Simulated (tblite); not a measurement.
# Run report: C5H12OSi (charge +1), geometry relaxation (part 2 of 3)

The same run, continued: C5H12OSi, charge +1, multiplicity 2; GFN2-xTB geometry optimisation, gas phase (tblite 0.8.0). It belongs to a series of runs on one base structure; here: electron removed.

Geometry of the input (Å):
```
C  -3.3769  0.1821  0.1860
C  -3.1197  -1.2721  0.4380
O  -1.7943  -1.6077  0.0612
Si -0.8131  -0.2116  0.2029
C  0.9979  -0.5866  -0.0722
C  1.7451  0.6541  0.3114
C  3.2327  0.5532  0.1441
H  -3.2948  0.9144  1.0128
H  -3.6563  0.5017  -0.8113
H  -3.8760  -1.9323  -0.0061
H  -1.3334  0.8021  -0.7126
H  -0.9394  0.2585  1.6011
H  1.0839  -0.7621  -1.1814
H  1.3141  -1.5088  0.4039
H  1.5064  0.8851  1.3759
H  1.3751  1.4612  -0.3720
H  3.6202  1.0496  -0.7611
H  3.6840  1.1099  1.0142
H  3.6346  -0.4815  0.1881
```

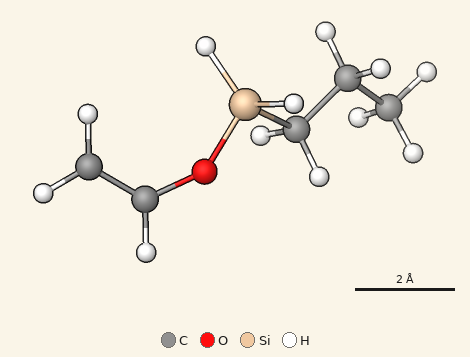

Fig. 1: The geometry at step 92 of the log (ball-and-stick view, seen at a tilt).

## Trajectory as extended XYZ, continued
```
19
Properties=species:S:1:pos:R:3:forces:R:3 step=49 energy=-603.00157
C    -4.0570   -0.1203   -0.0485    0.0370  -0.0430  -0.0930
C    -3.1588   -1.1059   -0.1482    0.0320   0.0060   0.0850
O    -1.8521   -0.9724    0.1009   -0.0200   0.0490   0.0350
Si   -0.7971    0.2066    0.4610   -0.0830   0.1280   0.0500
C     1.0437   -0.3997    0.0468    0.0500  -0.0360  -0.0080
C     2.0156    0.6769    0.4473    0.0510   0.0100  -0.0110
C     3.4528    0.3298    0.0093    0.0480  -0.0220  -0.0370
H    -3.7639    0.8869    0.1838    0.0120   0.0830   0.0520
H    -5.1068   -0.3116   -0.1800    0.0260  -0.0380  -0.0470
H    -3.4581   -2.1233   -0.3706    0.1110  -0.0430  -0.0160
H    -1.0876    1.4490   -0.2572    0.0830  -0.0680   0.0430
H    -0.7465    0.2114    1.9290   -0.0060  -0.0040  -0.0660
H     1.1156   -0.6504   -1.0097   -0.0500   0.0740  -0.0440
H     1.1655   -1.3080    0.6353    0.0410  -0.0360   0.0020
H     1.9994    0.8186    1.5269   -0.0300   0.0350   0.0110
H     1.7784    1.6255   -0.0375   -0.0700   0.0250   0.0530
H     3.5734    0.3488   -1.0712   -0.0830  -0.0550  -0.0010
H     4.1138    1.0922    0.4263   -0.0730  -0.0640  -0.0260
H     3.7598   -0.6448    0.3792   -0.0760  -0.0030   0.0170
19
Properties=species:S:1:pos:R:3:forces:R:3 step=56 energy=-603.05674
C    -4.0416   -0.1883   -0.1300   -0.0430   0.0640   0.0220
C    -3.0714   -1.1035   -0.1438    0.0190   0.0020   0.0050
O    -1.8083   -0.8619    0.1863    0.1630  -0.0690   0.0970
Si   -0.8128    0.3451    0.5724    0.1600  -0.0210  -0.0490
C     1.0020   -0.3256    0.0571   -0.1770   0.0560  -0.0190
C     2.0397    0.6793    0.4698   -0.0490   0.0520   0.0240
C     3.4377    0.2504   -0.0330   -0.1710  -0.0560   0.0510
H    -3.8305    0.8360    0.1305   -0.0680  -0.0080  -0.0330
H    -5.0609   -0.4635   -0.3260   -0.0130   0.0120  -0.0540
H    -3.2389   -2.1446   -0.3645   -0.1280  -0.2130  -0.0880
H    -1.1395    1.5735   -0.1392    0.1140   0.0750   0.0330
H    -0.7646    0.2769    2.0270    0.0660   0.0540   0.1040
H     0.9619   -0.4700   -1.0232    0.0860  -0.0270   0.0490
H     1.1121   -1.2852    0.5653    0.0020   0.0570  -0.0790
H     2.0557    0.7775    1.5545    0.1060  -0.0270   0.0240
H     1.8007    1.6563    0.0534    0.1080   0.0940  -0.1080
H     3.4735    0.1290   -1.1134   -0.0920   0.0040   0.0330
H     4.1629    1.0168    0.2417   -0.1290  -0.0220   0.0280
H     3.7124   -0.6890    0.4379    0.0490  -0.0280  -0.0400
19
Properties=species:S:1:pos:R:3:forces:R:3 step=63 energy=-603.10552
C    -3.9755   -0.2526   -0.2096   -0.1190   0.0310   0.0530
C    -2.9686   -1.1284   -0.1220   -0.0030   0.0850  -0.0220
O    -1.7564   -0.8287    0.3446   -0.1020  -0.0400  -0.0120
Si   -0.8128    0.4373    0.6951   -0.0390  -0.1290  -0.0230
C     0.9387   -0.2333    0.0489   -0.0660   0.0240  -0.0060
C     2.0297    0.7032    0.4851    0.0140  -0.0570   0.0020
C     3.3617    0.1562   -0.0604    0.0170   0.0360  -0.0470
H    -3.8661    0.7785    0.0925    0.0630  -0.0910  -0.0510
H    -4.9607   -0.5582   -0.5202    0.1110  -0.0520  -0.0390
H    -3.0767   -2.1749   -0.3891    0.0010   0.0400   0.0330
H    -1.1573    1.6604   -0.0195    0.0490   0.0330   0.0390
H    -0.7365    0.3961    2.1489    0.0690   0.0290   0.0510
H     0.8458   -0.2886   -1.0369    0.0610   0.0190   0.0300
H     1.0643   -1.2404    0.4489   -0.0150   0.0630   0.0170
H     2.1125    0.7431    1.5708   -0.0960   0.0880  -0.0130
H     1.8611    1.7095    0.0969    0.0530  -0.0740   0.0290
H     3.3149   -0.0535   -1.1264   -0.0100   0.0260   0.0180
H     4.1101    0.9279    0.1076    0.0760  -0.0090  -0.0230
H     3.6621   -0.7445    0.4676   -0.0630  -0.0210  -0.0360
19
Properties=species:S:1:pos:R:3:forces:R:3 step=70 energy=-603.12043
C    -3.9798   -0.2833   -0.2384    0.0150  -0.0110   0.0200
C    -2.9530   -1.1281   -0.1165    0.0630  -0.0030  -0.0260
O    -1.7594   -0.7973    0.3766   -0.0740  -0.0070   0.0210
Si   -0.8135    0.4608    0.7372   -0.0170  -0.0370  -0.0090
C     0.9219   -0.1976    0.0502    0.0480   0.0060  -0.0040
C     2.0338    0.7097    0.4952    0.0160   0.0260  -0.0090
C     3.3411    0.1283   -0.0741   -0.0210  -0.0090   0.0040
H    -3.8948    0.7474    0.0606   -0.0200   0.0260  -0.0390
H    -4.9325   -0.6310   -0.5919   -0.0240   0.0120  -0.0190
H    -3.0312   -2.1777   -0.3795    0.0290   0.0100   0.0340
H    -1.1123    1.7136    0.0563   -0.0340   0.0250  -0.0020
H    -0.7042    0.4271    2.1891    0.0290  -0.0320   0.0330
H     0.8384   -0.2316   -1.0361   -0.0150   0.0140   0.0090
H     1.0358   -1.2114    0.4313   -0.0030  -0.0030   0.0370
H     2.1034    0.7591    1.5816    0.0100  -0.0070  -0.0310
H     1.8998    1.7202    0.1110   -0.0210   0.0000  -0.0250
H     3.2540   -0.1047   -1.1325    0.0010   0.0370  -0.0170
H     4.1198    0.8803    0.0434    0.0180  -0.0290   0.0280
H     3.6231   -0.7743    0.4593    0.0030  -0.0180  -0.0050
19
Properties=species:S:1:pos:R:3:forces:R:3 step=77 energy=-603.12891
C    -3.9669   -0.3101   -0.2816    0.0130   0.0120  -0.0500
C    -2.9280   -1.1320   -0.1065   -0.0630  -0.0110   0.0300
O    -1.7707   -0.7735    0.4470    0.0330   0.0230  -0.0080
Si   -0.8190    0.4836    0.7917    0.0000   0.0380   0.0510
C     0.9080   -0.1578    0.0586   -0.0290  -0.0350  -0.0100
C     2.0460    0.7234    0.4857   -0.0800   0.0240   0.0360
C     3.3288    0.0979   -0.0906   -0.0500   0.0150   0.0190
H    -3.9248    0.7297   -0.0051    0.0460   0.0080   0.0140
H    -4.8969   -0.6700   -0.6800   -0.0080  -0.0590  -0.0270
H    -2.9723   -2.1887   -0.3566    0.0090   0.0680   0.0430
H    -1.1476    1.7443    0.1354   -0.0170  -0.0130   0.0170
H    -0.6453    0.4250    2.2391   -0.0270  -0.0370  -0.0270
H     0.7946   -0.1696   -1.0245   -0.0110  -0.0310  -0.0200
H     1.0088   -1.1765    0.4288    0.0460  -0.0380  -0.0070
H     2.1212    0.7741    1.5698    0.0540   0.0230   0.0330
H     1.9157    1.7320    0.0967    0.0730   0.0220  -0.0250
H     3.2083   -0.1165   -1.1487    0.0820  -0.0230  -0.0330
H     4.1445    0.8096    0.0251   -0.0250   0.0300   0.0190
H     3.5859   -0.8158    0.4385   -0.0440  -0.0170  -0.0560
19
Properties=species:S:1:pos:R:3:forces:R:3 step=84 energy=-603.14309
C    -3.9576   -0.3265   -0.3433    0.0350   0.0030  -0.0310
C    -2.9188   -1.1234   -0.0751   -0.0610  -0.0120   0.0150
O    -1.7956   -0.7336    0.5209    0.0380  -0.0070   0.0020
Si   -0.8205    0.5058    0.8522    0.0390   0.0090   0.0240
C     0.8932   -0.1303    0.0725   -0.0050  -0.0070   0.0080
C     2.0486    0.7456    0.4683   -0.0010  -0.0100  -0.0230
C     3.3066    0.0767   -0.1108    0.0180  -0.0080  -0.0200
H    -3.9447    0.7206   -0.0893    0.0000  -0.0090  -0.0320
H    -4.8496   -0.7213   -0.7967    0.0280   0.0070   0.0300
H    -2.9345   -2.1881   -0.2802   -0.0240  -0.0210  -0.0070
H    -1.1935    1.7724    0.2348    0.0360   0.0120   0.0320
H    -0.5850    0.3600    2.2830   -0.0520   0.0230   0.0160
H     0.7595   -0.1514   -1.0090   -0.0250  -0.0110   0.0210
H     1.0115   -1.1483    0.4453    0.0010   0.0110  -0.0230
H     2.1532    0.8245    1.5498   -0.0190  -0.0070  -0.0180
H     1.9534    1.7459    0.0490   -0.0340   0.0170   0.0110
H     3.2094   -0.0805   -1.1812    0.0290   0.0170  -0.0380
H     4.1520    0.7399    0.0656    0.0070  -0.0040   0.0120
H     3.5026   -0.8788    0.3670   -0.0090  -0.0020   0.0180
19
Properties=species:S:1:pos:R:3:forces:R:3 step=92 energy=-603.15207
C    -3.9149   -0.3252   -0.3871    0.0020   0.0030  -0.0290
C    -2.9045   -1.1305   -0.0463   -0.0200  -0.0060   0.0090
O    -1.8009   -0.7426    0.5845    0.0620   0.0000   0.0030
Si   -0.8174    0.4921    0.9147    0.0190   0.0290   0.0150
C     0.8744   -0.1238    0.0732    0.0180   0.0180   0.0240
C     2.0355    0.7600    0.4357    0.0080  -0.0180   0.0060
C     3.2912    0.0730   -0.1319    0.0070   0.0130   0.0020
H    -3.9097    0.7301   -0.1710    0.0370  -0.0160  -0.0160
H    -4.7850   -0.7321   -0.8673   -0.0540   0.0100  -0.0080
H    -2.9369   -2.1998   -0.2278    0.0120  -0.0020   0.0240
H    -1.1815    1.7718    0.3199    0.0100   0.0170   0.0010
H    -0.5915    0.3588    2.3467   -0.0150  -0.0240   0.0080
H     0.6985   -0.1398   -1.0011   -0.0130  -0.0190  -0.0220
H     1.0236   -1.1416    0.4352   -0.0340   0.0080  -0.0210
H     2.1466    0.8499    1.5156    0.0140  -0.0010   0.0080
H     1.9363    1.7591    0.0127   -0.0200  -0.0380  -0.0210
H     3.2411   -0.0271   -1.2134   -0.0390   0.0010   0.0320
H     4.1557    0.6862    0.1181   -0.0100   0.0300   0.0130
H     3.4296   -0.9092    0.3126    0.0160  -0.0060  -0.0280
19
Properties=species:S:1:pos:R:3:forces:R:3 step=99 energy=-603.15656
C    -3.9142   -0.3289   -0.4112   -0.0010   0.0160  -0.0100
C    -2.9121   -1.1284   -0.0342    0.0680   0.0100  -0.0080
O    -1.8003   -0.7270    0.5763   -0.0150   0.0140   0.0050
Si   -0.8098    0.4927    0.9376   -0.0210   0.0160  -0.0220
C     0.8722   -0.1301    0.0795    0.0010  -0.0050   0.0230
C     2.0337    0.7602    0.4240   -0.0330  -0.0270  -0.0020
C     3.2941    0.0791   -0.1387   -0.0220   0.0150  -0.0100
H    -3.8867    0.7352   -0.2433    0.0040  -0.0190  -0.0220
H    -4.7953   -0.7435   -0.8682    0.0160   0.0300   0.0150
H    -2.9459   -2.2027   -0.1754   -0.0210  -0.0350   0.0210
H    -1.1422    1.7943    0.3695   -0.0020  -0.0070   0.0060
H    -0.6085    0.3237    2.3699    0.0150  -0.0140  -0.0050
H     0.6826   -0.1591   -0.9933    0.0030   0.0030   0.0120
H     1.0189   -1.1451    0.4490   -0.0040   0.0000  -0.0100
H     2.1514    0.8656    1.5024   -0.0120   0.0140  -0.0120
H     1.9216    1.7487   -0.0204    0.0140  -0.0160   0.0360
H     3.2565    0.0197   -1.2223   -0.0090  -0.0130  -0.0120
H     4.1566    0.6754    0.1530    0.0090   0.0270  -0.0060
H     3.4177   -0.9207    0.2687    0.0110  -0.0090   0.0000
19
Properties=species:S:1:pos:R:3:forces:R:3 step=106 energy=-603.15922
C    -3.8756   -0.3399   -0.4440   -0.0330   0.0060   0.0120
C    -2.8880   -1.1362   -0.0235    0.0200   0.0170  -0.0040
O    -1.7964   -0.7183    0.6090    0.0090  -0.0060   0.0110
Si   -0.8152    0.5087    0.9702    0.0030  -0.0100   0.0100
C     0.8502   -0.1181    0.0844   -0.0010  -0.0030  -0.0190
C     2.0251    0.7536    0.4243    0.0010   0.0070  -0.0010
C     3.2780    0.0683   -0.1502    0.0120  -0.0060  -0.0060
H    -3.8451    0.7260   -0.2947    0.0200   0.0180  -0.0190
H    -4.7537   -0.7502   -0.9086    0.0180  -0.0160  -0.0120
H    -2.9186   -2.2142   -0.1403   -0.0270  -0.0050   0.0150
H    -1.1547    1.8148    0.4185   -0.0040  -0.0030  -0.0060
H    -0.6036    0.3307    2.3999    0.0130  -0.0150  -0.0110
H     0.6403   -0.1192   -0.9846    0.0100  -0.0110  -0.0150
H     0.9933   -1.1436    0.4242   -0.0040   0.0070   0.0170
H     2.1485    0.8618    1.5012    0.0160  -0.0300   0.0140
H     1.9242    1.7444   -0.0148   -0.0190   0.0260   0.0050
H     3.2284    0.0030   -1.2339   -0.0150   0.0150   0.0140
H     4.1421    0.6696    0.1309   -0.0100  -0.0090  -0.0260
H     3.4110   -0.9318    0.2549   -0.0090   0.0190   0.0210
19
Properties=species:S:1:pos:R:3:forces:R:3 step=113 energy=-603.16456
C    -3.7827   -0.3417   -0.5142    0.0480  -0.0090   0.0150
C    -2.8562   -1.1424    0.0233   -0.0430  -0.0040   0.0070
O    -1.7899   -0.7245    0.6957   -0.0400   0.0000  -0.0190
Si   -0.8154    0.5141    1.0361    0.0090  -0.0170  -0.0060
C     0.8128   -0.1024    0.0817   -0.0140   0.0220   0.0340
C     1.9967    0.7553    0.4231    0.0450   0.0110   0.0000
C     3.2358    0.0681   -0.1770   -0.0250   0.0040  -0.0180
H    -3.7166    0.7313   -0.4465    0.0050  -0.0100  -0.0090
H    -4.6359   -0.7611   -1.0116   -0.0580  -0.0020  -0.0380
H    -2.9298   -2.2246   -0.0251    0.0050   0.0310   0.0190
H    -1.1748    1.8269    0.5130   -0.0050  -0.0140   0.0060
H    -0.5478    0.2946    2.4481   -0.0040   0.0170   0.0300
H     0.5784   -0.0818   -0.9814    0.0140   0.0050  -0.0200
H     0.9472   -1.1343    0.4022    0.0470  -0.0230  -0.0020
H     2.1372    0.8373    1.5009   -0.0020  -0.0010  -0.0120
H     1.8961    1.7557    0.0040   -0.0060  -0.0020   0.0260
H     3.1661    0.0152   -1.2594   -0.0110  -0.0160  -0.0200
H     4.1102    0.6597    0.0894    0.0010  -0.0100   0.0110
H     3.3588   -0.9362    0.2206    0.0360   0.0200  -0.0020
19
Properties=species:S:1:pos:R:3:forces:R:3 step=120 energy=-603.16903
C    -3.7380   -0.3437   -0.5719   -0.0720   0.1060  -0.0740
C    -2.8696   -1.1408    0.0557   -0.0060  -0.0760   0.0460
O    -1.8078   -0.7205    0.7297    0.0260  -0.0440   0.0400
Si   -0.8083    0.4951    1.0771   -0.0470   0.0190  -0.0180
C     0.8017   -0.1034    0.0890    0.0290  -0.0150   0.0080
C     1.9864    0.7549    0.4268    0.0370   0.0270   0.0170
C     3.2171    0.0838   -0.2051   -0.0080  -0.0160   0.0380
H    -3.6104    0.7266   -0.5837   -0.0250  -0.0180  -0.0140
H    -4.5988   -0.7514   -1.0705    0.0160   0.0050   0.0020
H    -2.9906   -2.2186    0.0838    0.0060  -0.0080   0.0130
H    -1.1918    1.8110    0.5800    0.0300   0.0080   0.0040
H    -0.5162    0.2655    2.4842   -0.0220   0.0010  -0.0090
H     0.5629   -0.0825   -0.9738   -0.0170   0.0400   0.0080
H     0.9550   -1.1359    0.3978    0.0160  -0.0540   0.0110
H     2.1402    0.8190    1.5032    0.0230  -0.0320   0.0240
H     1.8734    1.7649    0.0395   -0.0070   0.0310  -0.0560
H     3.1323    0.0323   -1.2865   -0.0100   0.0280  -0.0030
H     4.0926    0.6714    0.0611    0.0330   0.0690  -0.0380
H     3.3600   -0.9184    0.1865   -0.0030  -0.0700   0.0020
19
Properties=species:S:1:pos:R:3:forces:R:3 step=127 energy=-603.17519
C    -3.7133   -0.3367   -0.6236    0.0060   0.0030  -0.0100
C    -2.9105   -1.1354    0.0877   -0.0330  -0.0210   0.0100
O    -1.8238   -0.7372    0.7370    0.0070  -0.0010   0.0430
Si   -0.8084    0.4627    1.0904    0.0100   0.0120   0.0080
C     0.8117   -0.1255    0.1083    0.0110  -0.0040  -0.0090
C     1.9859    0.7492    0.4452   -0.0080  -0.0120   0.0110
C     3.2157    0.1121   -0.2240   -0.0110   0.0140  -0.0100
H    -3.5064    0.7143   -0.7384   -0.0140   0.0010  -0.0010
H    -4.5967   -0.7268   -1.0953    0.0100  -0.0020  -0.0060
H    -3.1046   -2.1968    0.2066   -0.0010   0.0150  -0.0110
H    -1.1755    1.7946    0.6250    0.0150  -0.0070  -0.0250
H    -0.5045    0.2277    2.4945   -0.0360  -0.0240   0.0000
H     0.5664   -0.0932   -0.9533   -0.0060   0.0050   0.0130
H     0.9825   -1.1596    0.4070   -0.0180   0.0050  -0.0010
H     2.1568    0.7871    1.5204    0.0170   0.0170   0.0030
H     1.8438    1.7648    0.0757    0.0310  -0.0360   0.0050
H     3.0962    0.0668   -1.3025    0.0000   0.0070  -0.0200
H     4.0794    0.7330    0.0089    0.0120  -0.0120  -0.0040
H     3.3957   -0.8920    0.1532    0.0090   0.0390   0.0040
```
